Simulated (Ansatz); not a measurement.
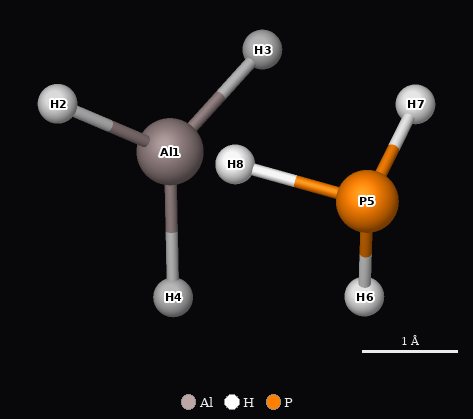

Figure 1. The structure as given in the input (ball-and-stick view, seen at a tilt; atoms are numbered from 1 in the order of the input). Sticks mark near contacts.

Nudged elastic band, with input and output: AlPH6

System: AlPH6.
Method: RKS PBE-D4/def2-SVP (Ansatz 0.2.0).

One setting was made poor on purpose. It belongs to a series of runs on one base structure; here: band between the two ends. Figures and captions count atoms from 1; the log counts them from 0 in places.

### The input
```yaml
crystal:
  periodic: [false, false, false]
  atoms:
    - { symbol: Al, position_ang: [0.019988, 0.034411, 0.12943] }
    - { symbol: H, position_ang: [-0.082525, 0.700548, 1.587557] }
    - { symbol: H, position_ang: [1.451154, -0.093321, -0.578325] }
    - { symbol: H, position_ang: [-1.322973, -0.253043, -0.69573] }
    - { symbol: P, position_ang: [0.173927, -2.962781, 1.197275] }
    - { symbol: H, position_ang: [-0.660937, -2.757183, 0.042322] }
    - { symbol: H, position_ang: [1.385176, -2.633217, 0.494703] }
    - { symbol: H, position_ang: [-0.01611, -1.613313, 1.708768] }
basis:
  gaussian: { orbitals: def2-SVP }
hamiltonian:
  xc: pbe
  dispersion: d4
neb:
  order_check: false
  images: 5
  f_tol: 0.03
  max_iterations: 60
  initial_path: linear
  final_atoms:
    - { symbol: Al, position_ang: [0.11180173, -0.67930737, -0.04424811] }
    - { symbol: H, position_ang: [-0.15592194, 0.59010925, 1.78235541] }
    - { symbol: H, position_ang: [1.45271132, 0.16666984, -0.27012017] }
    - { symbol: H, position_ang: [-1.30732726, -0.12140313, -0.53359805] }
    - { symbol: P, position_ang: [0.24032993, -2.85261208, 0.86829219] }
    - { symbol: H, position_ang: [-0.65738926, -3.38911529, -0.12414531] }
    - { symbol: H, position_ang: [1.42709164, -3.16897335, 0.11362042] }
    - { symbol: H, position_ang: [-0.16359616, -0.12326687, 2.09384362] }
```

Run on 1 thread of Arm Neoverse V1, 24 GiB of memory available, shared host.

Launch command:
```bash
ansatz run input.yaml --threads 1 --pin off --max-ram 2048MiB --backend cpu --events-out ev --progress --plain --runs-dir out
```

### The program's output
```
Engine: ansatz 0.2.0, aarch64-unknown-linux-gnu
Functional definition: PBE
  parameter kappa = 0.804
  parameter beta = 0.06672455060314922
  exchange = pbe_x(kappa = kappa, mu = beta*pi^2/3)
  correlation = pbe_c(beta = beta)
748 factors; their error is unknown
mean field evaluation 1: about -15967.3058 eV, gradient 1.6e1 eV
mean field evaluation 2: about -15968.1734 eV, gradient 8.4e0 eV
mean field evaluation 4: about -15968.4988 eV, gradient 5.7e-1 eV
mean field evaluation 8: about -15968.4776 eV, gradient 5.0e-3 eV
mean field -15968.47757941 eV, -586.8307272206 hartree, gradient 5.4e-5 eV, S^2 0.000000; 0 other end points of the search recorded, 0 dependent functions left out
the calculation of the forces begins
reference -15968.47761679 eV, -586.8307285941 hartree; 17, 17 occupied and 49, 49 virtual orbitals, 748 factors
748 factors; their error is unknown
mean field evaluation 16: about -15968.6980 eV, gradient 4.3e0 eV
mean field -15968.74913584 eV, -586.8407067353 hartree, gradient 2.7e-5 eV, S^2 0.000000; 0 other end points of the search recorded, 0 dependent functions left out
[... from here on the field's lines of each further geometry are left out, up to the last ...]
NEB iter   1: max|band force component| = 3.095e0 eV/Å  barrier→ = 1.6368 eV  barrier← = 1.9088 eV  Δτ_max = 0.2000 Å  (162 SCF iters)
NEB iter   2: max|band force component| = 2.318e0 eV/Å  barrier→ = 1.1385 eV  barrier← = 1.4105 eV  Δτ_max = 0.2000 Å  (131 SCF iters)
NEB iter   3: max|band force component| = 1.253e0 eV/Å  barrier→ = 0.7656 eV  barrier← = 1.0377 eV  Δτ_max = 0.2000 Å  (128 SCF iters)
NEB iter   4: max|band force component| = 7.281e0 eV/Å  barrier→ = 0.5323 eV  barrier← = 0.8044 eV  Δτ_max = 0.0997 Å  (126 SCF iters)
NEB iter   5: max|band force component| = 1.614e0 eV/Å  barrier→ = 0.5082 eV  barrier← = 0.7803 eV  Δτ_max = 0.0734 Å  (128 SCF iters)
NEB iter   6: max|band force component| = 6.208e-1 eV/Å  barrier→ = 0.4741 eV  barrier← = 0.7461 eV  Δτ_max = 0.0317 Å  (129 SCF iters)
NEB iter   7: max|band force component| = 7.525e-1 eV/Å  barrier→ = 0.4687 eV  barrier← = 0.7407 eV  CI = image 2  Δτ_max = 0.1472 Å  (115 SCF iters)
NEB iter   8: max|band force component| = 3.095e-1 eV/Å  barrier→ = 0.6049 eV  barrier← = 0.8770 eV  CI = image 2  Δτ_max = 0.0590 Å  (133 SCF iters)
NEB iter   9: max|band force component| = 1.519e-1 eV/Å  barrier→ = 0.5916 eV  barrier← = 0.8636 eV  CI = image 2  Δτ_max = 0.0173 Å  (122 SCF iters)
NEB iter  10: max|band force component| = 3.433e-2 eV/Å  barrier→ = 0.5921 eV  barrier← = 0.8642 eV  CI = image 2  Δτ_max = 0.0044 Å  (127 SCF iters)
the calculation of the forces begins
reference -15968.71580817 eV, -586.8394819659 hartree; 17, 17 occupied and 49, 49 virtual orbitals, 748 factors
748 factors; their error is unknown
mean field evaluation 512: about -15967.8769 eV, gradient 8.8e-6 eV
mean field -15967.87689968 eV, -586.8086526475 hartree, gradient 8.8e-6 eV, S^2 0.000000; 1 other end points of the search recorded, 0 dependent functions left out
the calculation of the forces begins
reference -15967.87693666 eV, -586.8086540066 hartree; 17, 17 occupied and 49, 49 virtual orbitals, 748 factors
NEB iter  11: max|band force component| = 8.446e-3 eV/Å  barrier→ = 0.5921 eV  barrier← = 0.8642 eV  CI = image 2  Δτ_max = 0.0000 Å  (219 SCF iters)
```

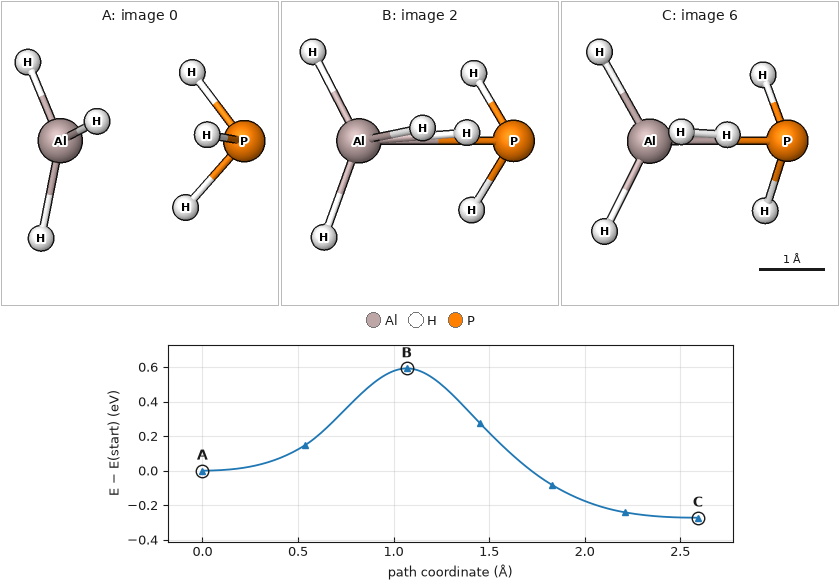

Figure 2. Images of the last band (counted from 0; ball-and-stick, seen at a tilt) above the energy along the path; the line is a cubic interpolation that uses the forces. The highest image is number 2, 0.592 eV above the start and 0.864 eV above the end (the climbing image); the end lies 0.272 eV below the start. The path is 2.59 Å long. The band converged in 11 iterations.

```
Total energy: -15968.01317082 eV, -586.8136605197 hartree
Atom 0 at     0.059251    -0.278542     0.073749 Å, force     0.000746    -0.002222     0.006594 eV/Å
Atom 1 at    -0.092228     0.097632     1.742885 Å, force    -0.000635    -0.000722     0.001520 eV/Å
Atom 2 at     1.516822     0.119946    -0.418728 Å, force     0.002946    -0.000063    -0.000941 eV/Å
Atom 3 at    -1.365566    -0.111203    -0.610518 Å, force    -0.002644     0.000188    -0.002999 eV/Å
Atom 4 at     0.162598    -2.717726     1.112707 Å, force     0.003586     0.002070    -0.004647 eV/Å
Atom 5 at    -0.701161    -2.921732    -0.019339 Å, force    -0.000891    -0.001165     0.002751 eV/Å
Atom 6 at     1.380666    -2.739028     0.348620 Å, force    -0.002041    -0.000568     0.000428 eV/Å
Atom 7 at    -0.012683    -1.027246     1.656625 Å, force    -0.001067     0.002483    -0.002705 eV/Å
Dipole moment:     0.028334    -0.073462    -0.053903 e Å
this run last wrote the band of iteration 11 to [file]
```

### The last band as extended XYZ (Å, eV, eV/Å)
```
8
Properties=species:S:1:pos:R:3:forces:R:3 image=0 energy=-15968.60524
Al    0.0200    0.0344    0.1294    0.0006  -0.0256   0.0183
H    -0.0825    0.7005    1.5876   -0.0002   0.0171  -0.0042
H     1.4512   -0.0933   -0.5783   -0.0009   0.0092  -0.0072
H    -1.3230   -0.2530   -0.6957   -0.0006   0.0093  -0.0072
P     0.1739   -2.9628    1.1973   -0.0011  -0.0234   0.0095
H    -0.6609   -2.7572    0.0423    0.0002   0.0064  -0.0018
H     1.3852   -2.6332    0.4947    0.0021   0.0046  -0.0016
H    -0.0161   -1.6133    1.7088    0.0000   0.0024  -0.0059
8
Properties=species:S:1:pos:R:3:forces:R:3 image=1 energy=-15968.45897
Al    0.0383   -0.0727    0.1187   -0.0345   0.3133   0.1029
H    -0.0991    0.3388    1.6771   -0.0167   0.2989  -0.0366
H     1.5013    0.0415   -0.5126   -0.0203  -0.0703  -0.0802
H    -1.3329   -0.1817   -0.6944    0.0423  -0.0598  -0.0794
P     0.1694   -2.8162    1.2154    0.0174  -0.1704   0.0831
H    -0.7067   -2.8409    0.0722   -0.0023   0.1339   0.0612
H     1.3623   -2.6781    0.4221   -0.0236   0.0972   0.0423
H     0.0151   -1.3686    1.5875    0.0378  -0.5428  -0.0932
8
Properties=species:S:1:pos:R:3:forces:R:3 image=2 energy=-15968.01313
Al    0.0593   -0.2785    0.0737    0.0007  -0.0022   0.0066
H    -0.0922    0.0976    1.7429   -0.0006  -0.0007   0.0015
H     1.5168    0.1199   -0.4187    0.0029  -0.0001  -0.0009
H    -1.3656   -0.1112   -0.6105   -0.0026   0.0002  -0.0030
P     0.1626   -2.7177    1.1127    0.0036   0.0021  -0.0046
H    -0.7012   -2.9217   -0.0193   -0.0009  -0.0012   0.0028
H     1.3807   -2.7390    0.3486   -0.0020  -0.0006   0.0004
H    -0.0127   -1.0272    1.6566   -0.0011   0.0025  -0.0027
8
Properties=species:S:1:pos:R:3:forces:R:3 image=3 energy=-15968.32886
Al    0.0745   -0.4296    0.0371    0.0537  -0.5222  -0.2137
H    -0.0981    0.0556    1.8428   -0.0143   0.0021   0.1895
H     1.4964    0.1840   -0.3443   -0.0544   0.1026   0.0988
H    -1.3613   -0.0449   -0.5406    0.0203   0.1072   0.1024
P     0.1663   -2.7163    0.9827    0.0051   0.0652  -0.2474
H    -0.6921   -3.0027   -0.1282    0.0178  -0.3101  -0.1702
H     1.4005   -2.8098    0.2573    0.0544  -0.2504  -0.1307
H    -0.0385   -0.8141    1.7792   -0.0826   0.8057   0.3713
8
Properties=species:S:1:pos:R:3:forces:R:3 image=4 energy=-15968.68866
Al    0.0832   -0.5209    0.0062    0.0190  -0.1765  -0.1025
H    -0.1113    0.1368    1.9426   -0.0205   0.2073   0.1165
H     1.4649    0.2388   -0.2695   -0.0537   0.0479   0.0609
H    -1.3468    0.0150   -0.4713    0.0296   0.0539   0.0614
P     0.1718   -2.7482    0.8498    0.0077  -0.0341  -0.1520
H    -0.6678   -3.1209   -0.2536    0.0375  -0.2377  -0.1241
H     1.4161   -2.9173    0.1509    0.0220  -0.2057  -0.1029
H    -0.0624   -0.6612    1.9308   -0.0416   0.3449   0.2429
8
Properties=species:S:1:pos:R:3:forces:R:3 image=5 energy=-15968.84642
Al    0.0890   -0.5636    0.0031    0.0018  -0.0300  -0.0110
H    -0.1294    0.2640    2.0048   -0.0071   0.0866   0.0197
H     1.4439    0.2676   -0.1889   -0.0119   0.0080   0.0242
H    -1.3331    0.0454   -0.4098    0.0064   0.0058   0.0202
P     0.1832   -2.8124    0.7271    0.0055  -0.0311  -0.0450
H    -0.6422   -3.2318   -0.3746    0.0138  -0.0705  -0.0433
H     1.4257   -3.0338    0.0355    0.0058  -0.0678  -0.0439
H    -0.0894   -0.5134    2.0887   -0.0144   0.0990   0.0791
8
Properties=species:S:1:pos:R:3:forces:R:3 image=6 energy=-15968.87729
Al    0.1116   -0.6092    0.0348   -0.0089   0.0045   0.0012
H    -0.1540    0.3877    2.0235   -0.0014  -0.0110   0.0031
H     1.4526    0.2599   -0.0698    0.0001  -0.0029   0.0001
H    -1.3078    0.0130   -0.3690    0.0036   0.0006  -0.0010
P     0.2400   -2.8902    0.6289    0.0057  -0.0058  -0.0136
H    -0.6589   -3.2799   -0.4289    0.0109   0.0067   0.0100
H     1.4259   -3.0964   -0.1641   -0.0115  -0.0016   0.0052
H    -0.1617   -0.3627    2.2305    0.0014   0.0095  -0.0051
```

### Key numbers

| quantity | value |
| --- | --- |
| outcome | converged |
| barrier, forward | 0.592 eV |
| barrier, backward | 0.864 eV |
| wall time | 90 s |
| peak memory | 0.11 GiB |

### Remarks

A deliberately poor setting: straight start. The order of the saddle point was not checked.
